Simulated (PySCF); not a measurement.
## Si₂HSCl₂F₃: NMR shielding calculation

Si₂HSCl₂F₃, computed with GIAO WP04/pcSseg-1 NMR shielding, non-relativistic, IEF-PCM water (PySCF 2.14.0).

The geometry comes from this level: GFN2-xTB. Figures and captions count atoms from 1; the log counts them from 0 in places.

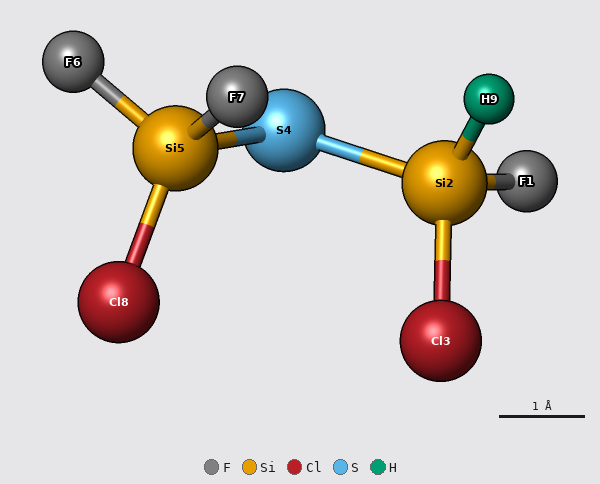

**Figure 1.** The structure (ball-and-stick view, seen at a tilt; atoms are numbered from 1 in the order of the input). Bond lengths as drawn: Cl–Si 1.97 to 1.99 Å, F–Si 1.59 to 1.60 Å, H–Si 1.44 Å and S–Si 2.12 to 2.16 Å.

## Results in brief

- outcome: converged
- total energy: −2221.487937 hartree
- HOMO: −9.60 eV
- LUMO: −2.54 eV
- dipole moment: 1.31 D
- isotropic shielding, F: 292.8 to 328.0 ppm
- isotropic shielding, Si: 337.0 to 370.4 ppm
- isotropic shielding, Cl: 837.5 to 841.4 ppm
- isotropic shielding, S: 588.5 ppm
- isotropic shielding, H: 26.5 ppm
- hardware: 1 CPU thread, shared host
- wall time: 21 s
- peak memory: 0.85 GiB

## Input
```
{"job": {"xc": "WP04", "basis": "pcSseg-1", "solvent": "water", "kind": "nmr", "pop": false}, "charge": 0, "multiplicity": 1}
F      2.889188     1.110677     0.100052
Si     1.586842     0.201917     0.291152
Cl     1.947779    -1.576334    -0.517773
S      0.071872     1.308237    -0.769695
Si    -1.579971    -0.011242    -0.634223
F     -2.895110     0.875882    -0.726109
F     -1.677621    -0.572880     0.860022
Cl    -1.653555    -1.518058    -1.907270
H      1.324138     0.187795     1.708749
```

The first line tells a small driver script what to run in PySCF; the rest is the geometry in Å.

Launch command:
```bash
OMP_NUM_THREADS=1 python <driver script> task.json out
```

## The program's output
```
coarse grid: 12000 points
cycle   1  E = -2221.0768119672  dE =  1.099e+00  |g| = 1.503e+00  |ddm| = 3.203e+00
cycle   2  E = -2220.4787946157  dE =  5.980e-01  |g| = 2.475e+00  |ddm| = 2.516e+00
cycle   3  E = -2221.4135583941  dE = -9.348e-01  |g| = 2.069e-01  |ddm| = 1.656e+00
cycle   4  E = -2221.4207134476  dE = -7.155e-03  |g| = 6.622e-02  |ddm| = 2.454e-01
cycle   5  E = -2221.4214992573  dE = -7.858e-04  |g| = 1.844e-02  |ddm| = 7.523e-02
cycle   6  E = -2221.4215654721  dE = -6.621e-05  |g| = 5.099e-03  |ddm| = 1.874e-02
cycle   7  E = -2221.4215688025  dE = -3.330e-06  |g| = 1.780e-03  |ddm| = 3.444e-03
final grid: 99280 points
cycle   8  E = -2221.4879339987  dE = -3.829e-05  |g| = 4.215e-03  |ddm| = 1.519e-02
cycle   9  E = -2221.4879317943  dE =  2.204e-06  |g| = 5.810e-03  |ddm| = 6.164e-03
cycle  10  E = -2221.4879365815  dE = -4.787e-06  |g| = 5.768e-04  |ddm| = 3.407e-03
cycle  11  E = -2221.4879366265  dE = -4.503e-08  |g| = 1.998e-04  |ddm| = 5.531e-04
cycle  12  E = -2221.4879366328  dE = -6.278e-09  |g| = 3.416e-05  |ddm| = 1.868e-04
cycle  13  E = -2221.4879366330  dE = -2.469e-10  |g| = 1.146e-05  |ddm| = 4.243e-05
```

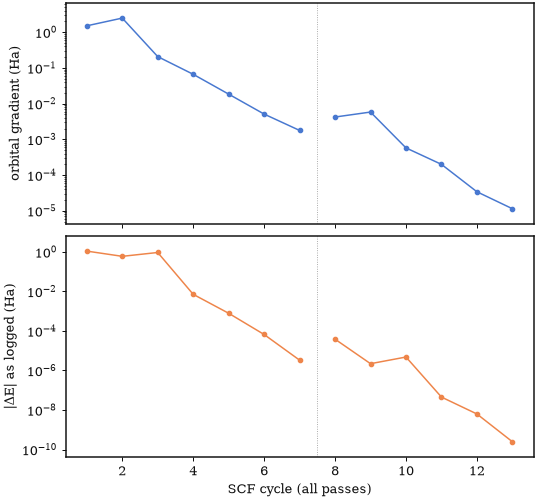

**Figure 2.** Convergence of the self-consistent field: orbital gradient and size of the energy change against the SCF cycle. The dotted line marks the change from a coarse to the final integration grid. The first 7 cycles use a coarse grid, the final grid takes over at cycle 8, and the field converges after 13 cycles in all.

```
converged SCF energy = -2221.4879366330

GIAO shielding tensors (ppm)
atom      isotropic    diamagn.    paramagn.     s11        s22        s33       span
  0 F      327.999     469.670    -141.671    279.559    330.297    374.141     94.582
  1 Si     337.024     879.251    -542.227    318.545    341.044    351.482     32.937
  2 Cl     837.463    1153.560    -316.097    711.357    817.223    983.808    272.451
  3 S      588.475    1064.544    -476.069    520.894    557.104    687.426    166.532
  4 Si     370.441     879.291    -508.849    325.163    361.930    424.232     99.069
  5 F      301.089     469.879    -168.790    255.805    268.912    378.551    122.745
  6 F      292.850     475.104    -182.254    246.176    259.398    372.974    126.798
  7 Cl     841.365    1152.499    -311.134    737.133    748.729   1038.235    301.102
  8 H       26.456      29.601      -3.145     22.439     24.346     32.583     10.145
```

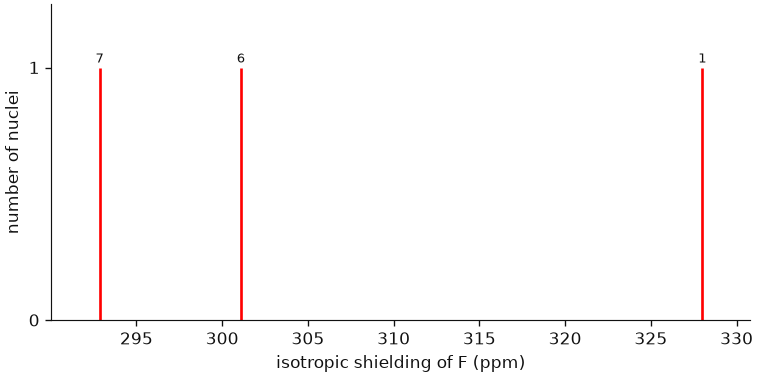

**Figure 3.** Isotropic shieldings of the fluorine nuclei in this fixed geometry, labelled by atom number; shielding grows to the right, so chemical shift grows to the left. The least shielded is F7 (292.8 ppm), the most shielded F1 (328.0 ppm).
